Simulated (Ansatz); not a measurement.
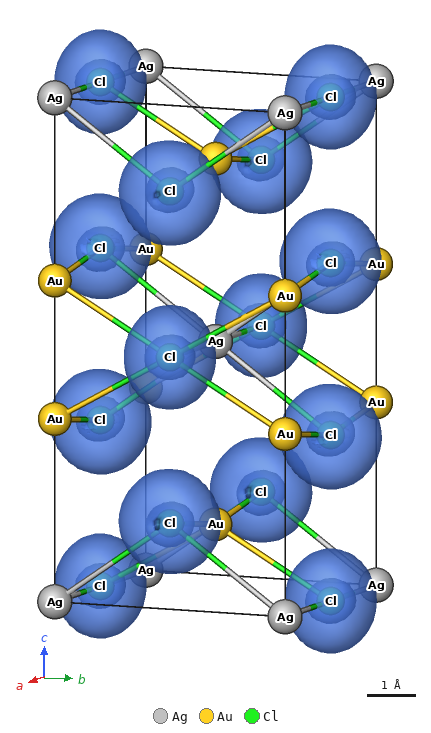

AgAu2Cl3. Isosurface of the electron localisation function at 0.8 (blue), seen slightly off an axis. Only the valence region is drawn (cores and ρ < 0.01 e/Å³ removed). Sticks mark near contacts.

Space group Immm; a structure from a database of computed crystals, not necessarily the ambient phase; started from the NaPr2Se3-71 prototype, which need not be the ambient phase.

The calculation used Ansatz 0.2.0, DFT, r2SCAN+rVV10, plane waves, PAW.

```yaml
crystal:
  lattice:
    - [0.00000, -4.79212, 0.00000]
    - [5.24819, 0.00000, 0.00000]
    - [0.00000, 0.00000, 10.66139]
  atoms:
    - { symbol: Ag, position: [0.00000, 0.00000, 0.00000] }
    - { symbol: Ag, position: [0.50000, 0.50000, 0.50000] }
    - { symbol: Au, position: [0.50000, 0.50000, 0.13727] }
    - { symbol: Au, position: [0.00000, 0.00000, 0.63727] }
    - { symbol: Au, position: [0.00000, 0.00000, 0.36273] }
    - { symbol: Au, position: [0.50000, 0.50000, 0.86273] }
    - { symbol: Cl, position: [0.50000, 0.00000, 0.00000] }
    - { symbol: Cl, position: [0.00000, 0.50000, 0.50000] }
    - { symbol: Cl, position: [0.50000, 0.00000, 0.67073] }
    - { symbol: Cl, position: [0.00000, 0.50000, 0.17073] }
    - { symbol: Cl, position: [0.50000, 0.00000, 0.32927] }
    - { symbol: Cl, position: [0.00000, 0.50000, 0.82927] }
```

> Where are the electrons localised?

The ELF exceeds this value in six regions wrapped around Cl (the valence shell of each), counted in one cell of 12 atoms. Any copies at cell faces, edges or corners count once. Profiles from the grid: Ag–Cl (2.40 Å): the ELF peaks at about 0.85 in the valence shell of Cl, 0.7 Å from its nucleus, and is about 0.20 at the midpoint (no localised pair shows between them). Au–Cl (2.42 Å): the ELF peaks at about 0.80 in the valence shell of Cl, 0.7 Å from its nucleus, and drops to about 0.20 between the two atoms.
